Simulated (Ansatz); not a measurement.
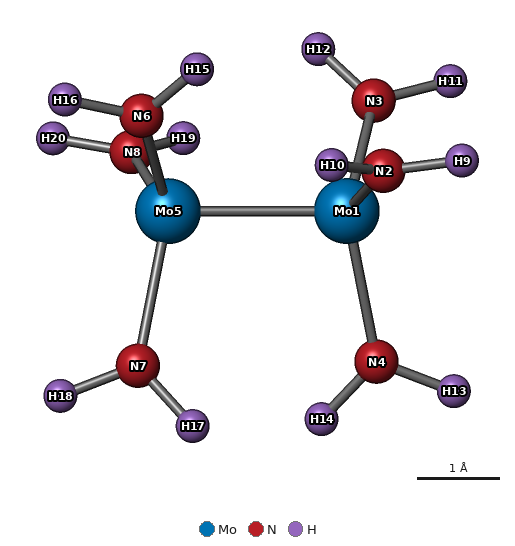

Fig. 1: The structure as given in the input (ball-and-stick view, seen on its broad side; atoms are numbered from 1 in the order of the input). Sticks mark near contacts. Bond lengths as drawn: H–N 1.03 Å, Mo–Mo 2.21 Å and Mo–N 1.96 Å.

# What a change does: geometry relaxation on Mo₂N₆H₁₂

System: Mo₂N₆H₁₂ (Mo2(NH2)6), charge +1, multiplicity 2.
Method of run 1: UKS PBE-D4/def2-SVP (Ansatz 0.2.0).

The geometry: PBE-D4/def2-SVP start. Text and figures count atoms from 1; the logs count them from 0 in places.

**The input, run 1**
```yaml
crystal:
  periodic: [false, false, false]
  atoms:
    - {symbol: Mo, position_ang: [-0.210519, -0.712637, 0.815801]}
    - {symbol: N, position_ang: [-2.144826, -0.473892, 1.043950]}
    - {symbol: N, position_ang: [0.927323, -0.002684, 2.248231]}
    - {symbol: N, position_ang: [0.366431, -2.404323, 0.005966]}
    - {symbol: Mo, position_ang: [0.210525, 0.712588, -0.815814]}
    - {symbol: N, position_ang: [-1.307014, 1.945452, -0.649263]}
    - {symbol: N, position_ang: [0.196558, -0.476441, -2.376757]}
    - {symbol: N, position_ang: [1.961532, 1.411835, -0.272166]}
    - {symbol: H, position_ang: [-2.680109, -0.975841, 1.762526]}
    - {symbol: H, position_ang: [-2.782829, 0.057016, 0.440977]}
    - {symbol: H, position_ang: [1.001271, -0.455257, 3.167238]}
    - {symbol: H, position_ang: [1.440263, 0.885766, 2.254567]}
    - {symbol: H, position_ang: [0.279096, -3.304643, 0.492422]}
    - {symbol: H, position_ang: [0.873400, -2.532505, -0.876646]}
    - {symbol: H, position_ang: [-2.000379, 1.982090, 0.105982]}
    - {symbol: H, position_ang: [-1.447062, 2.735386, -1.290530]}
    - {symbol: H, position_ang: [-0.092906, -1.460131, -2.408867]}
    - {symbol: H, position_ang: [0.393597, -0.139170, -3.326645]}
    - {symbol: H, position_ang: [2.563538, 1.067094, 0.483608]}
    - {symbol: H, position_ang: [2.452110, 2.140300, -0.804610]}
basis:
  gaussian: {orbitals: def2-SVP}
total_charge: 1
magnetization: {spin_polarized: true, initial_magnetization: 1}
hamiltonian: {xc: pbe, dispersion: d4}
scf: {lower_state_search: "off"}
output: {orbitals: {seedname: orbitals}}
relax: {f_tol: 0.02, max_steps: 100}
```

Command:
```bash
ansatz run in.yaml --threads 4 --pin off --events-out ev --progress --plain --max-ram 8704MiB
```

Hardware: 4 threads of Arm Neoverse V2, 23 GiB of memory available, shared host.

**Output, shortened to warnings, some set-up lines, iterations and results (run 1)**
```
[...]
mean field evaluation 1: about -12782.1394 eV, gradient 1.1e2 eV
mean field evaluation 2: about -12482.3540 eV, gradient 2.5e2 eV
mean field evaluation 4: about -12824.6010 eV, gradient 3.3e1 eV
mean field evaluation 8: about -12828.1645 eV, gradient 1.6e1 eV
mean field evaluation 16: about -12829.6230 eV, gradient 2.8e0 eV
[... 35 lines ...]
relax step  28: F+E_penalty+E_count = -12830.90200157 eV  Δ(F+E_penalty+E_count) = -5.718e-3 eV  max|allowed force component| = 1.010e-1 eV/Å  Δτ_max = 0.0720 Å  (28 SCF …
relax step  29: F+E_penalty+E_count = -12830.90162170 eV  Δ(F+E_penalty+E_count) = +3.799e-4 eV  max|allowed force component| = 8.395e-2 eV/Å  Δτ_max = 0.0244 Å  (27 SCF …
relax step  30: F+E_penalty+E_count = -12830.90298446 eV  Δ(F+E_penalty+E_count) = -9.829e-4 eV  max|allowed force component| = 1.542e-2 eV/Å  Δτ_max = 0.0119 Å  (27 SCF …
mean field evaluation 288: about -12830.2460 eV, gradient 2.6e-6 eV
relax step  31: F+E_penalty+E_count = -12830.90349397 eV  Δ(F+E_penalty+E_count) = -5.095e-4 eV  max|allowed force component| = 1.788e-2 eV/Å  Δτ_max = 0.0285 Å  (27 SCF …
Total energy: -12830.90359571 eV, -471.5270100436 hartree
Atom 0 at    -0.264733    -0.686155     0.894993 Å, force     0.003685    -0.010490    -0.017878 eV/Å
Atom 1 at    -2.163687    -0.456171     1.080590 Å, force    -0.012333     0.005167     0.004702 eV/Å
Atom 2 at     0.780766     0.006398     2.388094 Å, force     0.005764     0.006515     0.003992 eV/Å
Atom 3 at     0.338258    -2.397501     0.243665 Å, force     0.002602    -0.013321     0.007724 eV/Å
Atom 4 at     0.278636     0.688250    -0.885725 Å, force    -0.003282    -0.002527     0.009008 eV/Å
Atom 5 at    -1.119460     2.012580    -0.775126 Å, force     0.000365     0.011260    -0.010921 eV/Å
Atom 6 at     0.225290    -0.486955    -2.406018 Å, force    -0.000833    -0.000358    -0.014376 eV/Å
Atom 7 at     2.053278     1.370353    -0.459360 Å, force    -0.001529     0.000214     0.005417 eV/Å
Atom 8 at    -2.697149    -1.061922     1.722931 Å, force     0.000948    -0.001002    -0.002526 eV/Å
Atom 9 at    -2.816249    -0.005302     0.424441 Å, force     0.002042    -0.001741    -0.001520 eV/Å
Atom 10 at     1.807600    -0.027772     2.439140 Å, force    -0.004076     0.000894     0.003898 eV/Å
Atom 11 at     0.388022     0.273926     3.300295 Å, force     0.004286     0.000930     0.004934 eV/Å
Atom 12 at     0.212873    -3.244875     0.816828 Å, force    -0.000290     0.002753    -0.005739 eV/Å
Atom 13 at     0.780805    -2.646091    -0.648455 Å, force    -0.002155     0.005560     0.001436 eV/Å
Atom 14 at    -1.896817     2.098902    -0.110659 Å, force     0.002577    -0.004920     0.002760 eV/Å
Atom 15 at    -1.162383     2.781806    -1.459569 Å, force    -0.001558    -0.003258     0.003430 eV/Å
Atom 16 at    -0.163325    -1.438498    -2.461862 Å, force    -0.002159     0.000145     0.007144 eV/Å
Atom 17 at     0.301789    -0.099708    -3.359060 Å, force     0.000306     0.000036     0.000740 eV/Å
Atom 18 at     2.856492     1.357231    -1.101798 Å, force    -0.001677     0.001023     0.001052 eV/Å
Atom 19 at     2.259994     1.961509     0.356626 Å, force     0.007317     0.003120    -0.003276 eV/Å
Dipole moment:     0.003493    -0.000065     0.010708 e Å
Checks for a lower state left out: stability, starts, cluster_reference, orbital_swaps, neighbouring_geometries, increment
```

The input of run 2 differs as follows (lines with − go, lines with + come):
```diff
-  gaussian: {orbitals: def2-SVP}
-total_charge: 1
+  gaussian: {orbitals: def2-SVPD}
+total_charge: -1
```

How does run 2 compare with run 1?

The total energies belong to different systems, so their difference says nothing on which is more stable or more accurate. The HOMO goes from −8.66 to 2.01 eV. The LUMO goes from −8.04 to 2.23 eV. The basis functions go from 206 to 284. On the same kind of shared host run 2 took about 0.53 times as long.

**Output, shortened to warnings, some set-up lines, iterations and results (run 2)**
```
[...]
mean field evaluation 1: about -12806.7612 eV, gradient 8.5e1 eV
mean field evaluation 2: about -12606.3524 eV, gradient 1.9e2 eV
mean field evaluation 4: about -12824.5978 eV, gradient 5.0e1 eV
mean field evaluation 8: about -12837.3268 eV, gradient 4.1e0 eV
mean field evaluation 16: about -12837.5025 eV, gradient 6.2e-1 eV
[... 7 lines ...]
mean field evaluation 96: about -12837.4994 eV, gradient 2.2e-6 eV
relax step   6: F+E_penalty+E_count = -12838.25557522 eV  Δ(F+E_penalty+E_count) = -5.046e-3 eV  max|allowed force component| = 2.700e-2 eV/Å  Δτ_max = 0.0527 Å  (36 SCF …
relax step   7: F+E_penalty+E_count = -12838.25807058 eV  Δ(F+E_penalty+E_count) = -2.495e-3 eV  max|allowed force component| = 2.059e-2 eV/Å  Δτ_max = 0.0782 Å  (34 SCF …
relax step   8: F+E_penalty+E_count = -12838.25815272 eV  Δ(F+E_penalty+E_count) = -8.214e-5 eV  max|allowed force component| = 2.105e-2 eV/Å  Δτ_max = 0.0146 Å  (38 SCF …
relax step   9: F+E_penalty+E_count = -12838.25822879 eV  Δ(F+E_penalty+E_count) = -7.606e-5 eV  max|allowed force component| = 6.641e-3 eV/Å  Δτ_max = 0.0053 Å  (22 SCF …
Total energy: -12838.25830807 eV, -471.7972907376 hartree
Atom 0 at    -0.213751    -0.723877     0.829024 Å, force    -0.002124     0.000547     0.000093 eV/Å
Atom 1 at    -2.184005    -0.550497     0.893290 Å, force    -0.002706    -0.002756     0.003289 eV/Å
Atom 2 at     0.829291     0.139179     2.272489 Å, force     0.000564    -0.000807     0.004883 eV/Å
Atom 3 at     0.535470    -2.362414     0.010619 Å, force     0.000443    -0.006388     0.003527 eV/Å
Atom 4 at     0.213641     0.724101    -0.828869 Å, force     0.001018    -0.000631    -0.000366 eV/Å
Atom 5 at    -1.250248     2.014616    -0.500631 Å, force    -0.001013     0.004021    -0.001603 eV/Å
Atom 6 at     0.024813    -0.503145    -2.369776 Å, force     0.000568     0.002831    -0.006641 eV/Å
Atom 7 at     2.044745     1.262317    -0.305931 Å, force     0.003504     0.003743    -0.002682 eV/Å
Atom 8 at    -2.734404    -1.131435     1.529135 Å, force     0.003320     0.002214    -0.002178 eV/Å
Atom 9 at    -2.776216    -0.034387     0.239101 Å, force     0.002279    -0.000154    -0.000178 eV/Å
Atom 10 at     0.817000    -0.243641     3.220109 Å, force    -0.000620     0.001007    -0.004266 eV/Å
Atom 11 at     1.289774     1.051140     2.235536 Å, force    -0.000606    -0.001530    -0.002338 eV/Å
Atom 12 at     0.556277    -3.239876     0.534361 Å, force    -0.000807     0.005027    -0.002924 eV/Å
Atom 13 at     1.067326    -2.425206    -0.860140 Å, force     0.000284     0.001995     0.000784 eV/Å
Atom 14 at    -1.892119     2.025130     0.294951 Å, force     0.001490    -0.001839    -0.000529 eV/Å
Atom 15 at    -1.328361     2.863313    -1.064811 Å, force     0.001081    -0.003388     0.001515 eV/Å
Atom 16 at    -0.306615    -1.469924    -2.347181 Å, force    -0.001071     0.000789     0.001697 eV/Å
Atom 17 at     0.107754    -0.150655    -3.325622 Å, force     0.000225    -0.001533     0.005871 eV/Å
Atom 18 at     2.615086     0.854270     0.437907 Å, force    -0.002750    -0.000258    -0.000324 eV/Å
Atom 19 at     2.584541     1.900993    -0.893592 Å, force    -0.003081    -0.002892     0.002370 eV/Å
Dipole moment:    -0.000402     0.000100     0.000009 e Å
Checks for a lower state left out: stability, starts, cluster_reference, orbital_swaps, neighbouring_geometries, increment
```

**The two runs side by side**

| quantity | run 1 | run 2 |
| --- | --- | --- |
| outcome | converged | converged |
| total energy (hartree) | −471.527010 | −471.797291 |
| HOMO (eV) | −8.66 | 2.01 |
| LUMO (eV) | −8.04 | 2.23 |
| ⟨S²⟩ | 0.754 | 0.752 |
| largest force (eV/Å) | 0.021 | 0.007 |
| basis functions | 206 | 284 |
| wall time (shared host) | 3 min | 94 s |

For run 2: The highest filled orbital lies above zero: either the extra electron isn't bound at this level, or the self-interaction error of the functional lifts the level.
